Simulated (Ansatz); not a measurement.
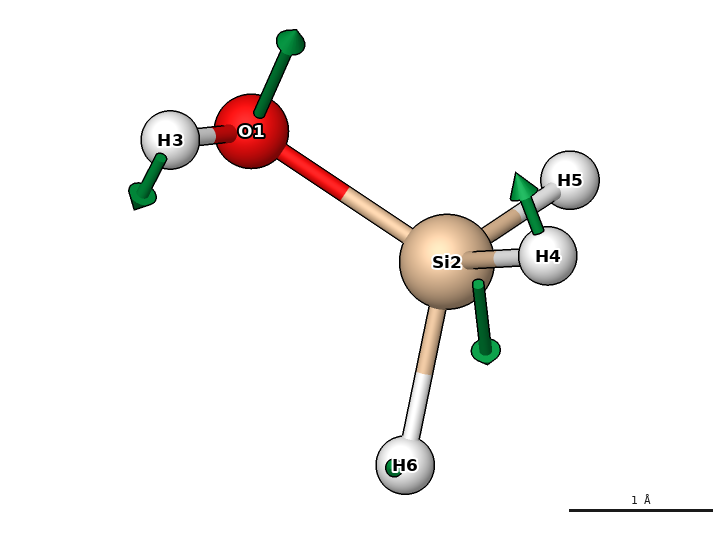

Arrows show the forces on the atoms, 20 Å of arrow for 1 eV/Å; forces under a tenth of the largest aren't drawn. Level of theory: PBE0-D4/def2-TZVP (Ansatz 0.2.0).

### On which atom is the force largest, and how large is it?

On O1: 0.06 eV/Å.

List the force components in the frame of the picture (x right, y up, z towards the viewer), in eV/Å.

```
atom     Fx     Fy     Fz
  O1   0.01   0.03   0.05
 Si2   0.00  −0.03  −0.04
  H3  −0.01  −0.02  −0.02
  H4  −0.01   0.02   0.01
  H5   0.00   0.00   0.00
  H6   0.00   0.00   0.01
```
